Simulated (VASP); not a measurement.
Band structure of ZrGe2 (space group Cmcm). Computed with LDA (Ceperley-Alder, Perdew-Zunger), VASP's LDA PAW potentials (set 64) (plane waves; VASP).

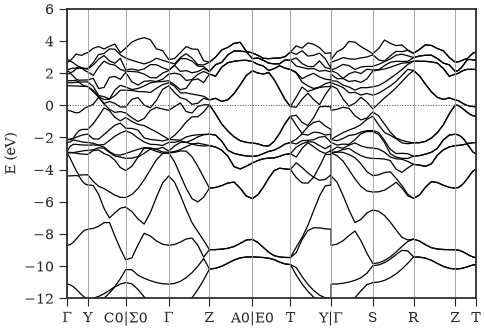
Bands along high-symmetry lines, zero at the valence-band maximum or, without a gap, the Fermi level

Question: Read the plot: is there a gap, and where are the band edges?

Answer: It has no gap at this level: it comes out as a metal or semimetal. (Edges off the drawn lines would not show.)

The structure comes from a computed database's ZrGe2 entry (Cmcm); how it stands against other phases isn't given here. It was relaxed first, which changed the volume by -5 %.
